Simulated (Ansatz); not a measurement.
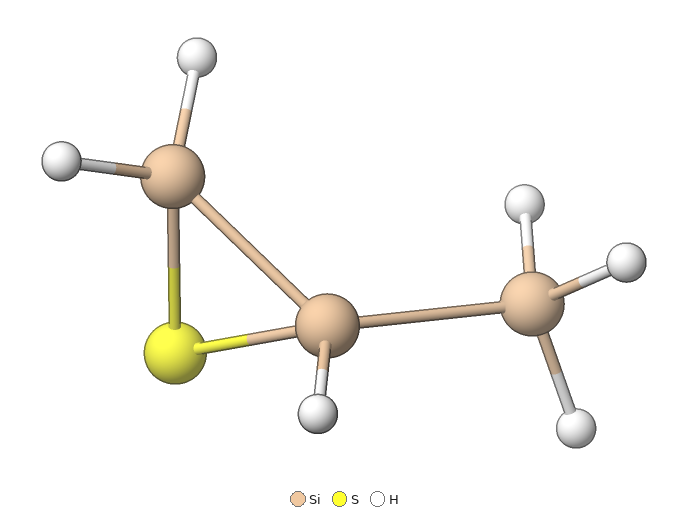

Rendered structure (ball-and-stick style). Every bond is drawn as one stick, whatever its order.

**Count the atoms of each element.**

H₆SSi₃, 10 atoms: 6 hydrogen, 1 sulfur and 3 silicon.

**Does it have rings?**

Independent rings (smallest set): 1 of 3 members.

**Give a SMILES string for it.**

[SiH3][Si@H]1[SiH2]S1

**What is the point group of this geometry?**

C1.

**Count the bonded pairs by element.**

6 Si–H, 2 Si–Si, 2 S–Si.

More results for the same structure follow; atom numbers are the same in all pictures, views and colours differ. The computed structure is the end point of a PBE0-D4/def2-TZVP optimisation.

Shape

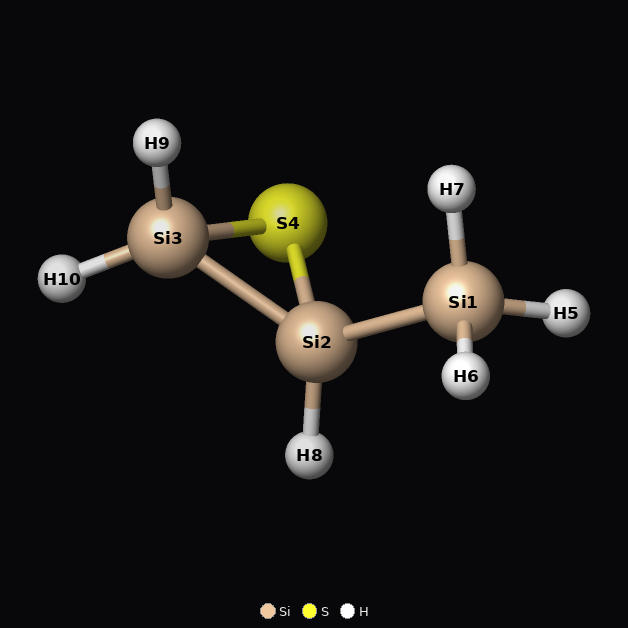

The atoms are numbered.

**How are the neighbours of atom 1 arranged?**

Si1 has 4 neighbours (Si2 at 2.33, H5 at 1.49, H6 at 1.49, H7 at 1.49 Å); the arrangement is tetrahedral.

**What is the dihedral angle Si1–Si2–S4–Si3?**

113° in size, that is anticlinal.

Charges

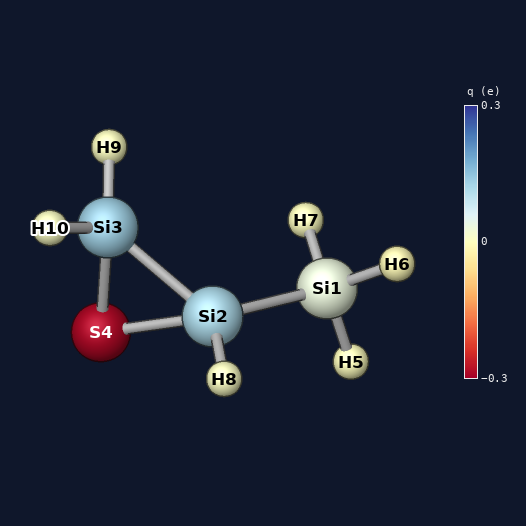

Atoms are coloured by their Mulliken charges. Method: RKS PBE0-D4/def2-TZVP (Ansatz 0.2.0).

List the Mulliken charges.

```json
{"atom": "Si1", "value (e)": "0.03"}
{"atom": "Si2", "value (e)": "0.12"}
{"atom": "Si3", "value (e)": "0.13"}
{"atom": "S4", "value (e)": "−0.29"}
{"atom": "H5", "value (e)": "0.00"}
{"atom": "H6", "value (e)": "−0.01"}
{"atom": "H7", "value (e)": "0.00"}
{"atom": "H8", "value (e)": "0.01"}
{"atom": "H9", "value (e)": "0.00"}
{"atom": "H10", "value (e)": "0.00"}
```

Electronic properties

Method: RKS BHLYP-D4/def2-TZVPP (Ansatz 0.2.0).

Computed properties:

- HOMO energy (Kohn–Sham orbital): −8.02 eV
- LUMO energy (Kohn–Sham orbital): 0.13 eV
- HOMO–LUMO gap: 8.16 eV
- dispersion correction: −42.3 kJ/mol

Thermal motion

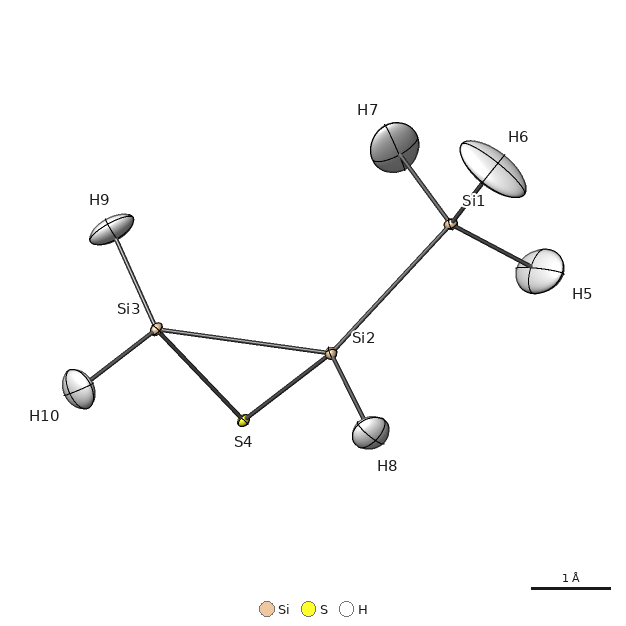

Displacement ellipsoids at the 50 % level, from the internal vibrations of the free molecule (harmonic, no overall translation or rotation; no half-axis is drawn under 0.075 Å). Vibrations computed with RKS PBE0-D4/def2-TZVP (Ansatz 0.2.0). Temperature: 100 K.

**Which atom has the largest mean-square displacement?**

H5, with U_eq = 0.0525 Å².

**Does H7 move more along its bond or across it?**

Across it: the root-mean-square amplitude is 0.090 Å along the bond and up to 0.319 Å across, since bending and torsion are softer than stretching.

List U_eq and the three principal root-mean-square amplitudes for each kind of atom.

| atom | U_eq (Å²) | rms amplitudes (Å) |
| --- | --- | --- |
| Si1 | 0.0018 | 0.021, 0.041, 0.056 |
| Si2 | 0.0022 | 0.028, 0.053, 0.056 |
| Si3 | 0.0016 | 0.024, 0.028, 0.059 |
| S4 | 0.0015 | 0.023, 0.025, 0.057 |
| H5 | 0.0525 | 0.095, 0.191, 0.335 |
| H6 | 0.0502 | 0.096, 0.184, 0.328 |
| H7 | 0.0509 | 0.089, 0.207, 0.319 |
| H8 | 0.0211 | 0.101, 0.156, 0.170 |
| H9 | 0.0248 | 0.091, 0.161, 0.201 |
| H10 | 0.0239 | 0.098, 0.174, 0.178 |

Mulliken values depend strongly on the basis set and can even reverse the polarity of a bond.
